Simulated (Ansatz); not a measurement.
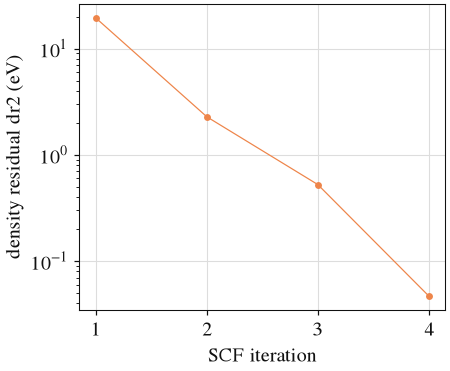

The plot shows the SCF iterations of a calculation: density residual dr2. The starting density is a sum of atomic densities corrected by a trained network.

Ga₆As₅Sb (interface cell, 12 atoms in the cell), run with Ansatz.

```
crystal:
  lattice:
    - [2.830000, 2.830000, 0.000000]
    - [-2.830000, 2.830000, 0.000000]
    - [0.000000, 0.000000, 17.376719]
  atoms:
    - { symbol: Ga, position: [0.004878, 0.044962, 0.009672] }
    - { symbol: Ga, position: [0.964264, 0.994808, 0.332474] }
    - { symbol: Ga, position: [0.006717, 0.948908, 0.649308] }
    - { symbol: Ga, position: [0.528249, 0.481780, 0.172917] }
    - { symbol: Ga, position: [0.515530, 0.506464, 0.489496] }
    - { symbol: Ga, position: [0.519606, 0.536070, 0.810954] }
    - { symbol: As, position: [0.511015, 0.012867, 0.091541] }
    - { symbol: As, position: [0.475761, 0.010542, 0.406813] }
    - { symbol: As, position: [0.480380, 0.006785, 0.735288] }
    - { symbol: As, position: [0.023498, 0.450071, 0.237935] }
    - { symbol: As, position: [0.985289, 0.519982, 0.567079] }
    - { symbol: Sb, position: [0.983901, 0.478360, 0.902633] }
kpoints:
  mp_grid: { grid: [4, 4, 1] }
hamiltonian:
  xc: pbesol
total_charge: 2
scf:
  occupations: { method: fermi_dirac, width: 0.01 }
  max_iter: 4
output:
  forces: true
  eigenvalues: true
  stress: true
```

Run as:
```bash
ansatz run in.yaml --threads 7 --pin off --max-ram 13300MiB --runs-dir r --events-out ev --progress --plain
```

**Did the calculation converge?**

It did not converge: it stopped after 4 iterations. The residual is still falling at the last step (down to 0.05).

**Read the residual at the first and at the last step drawn.**

It starts near 19 and ends near 0.05 eV.
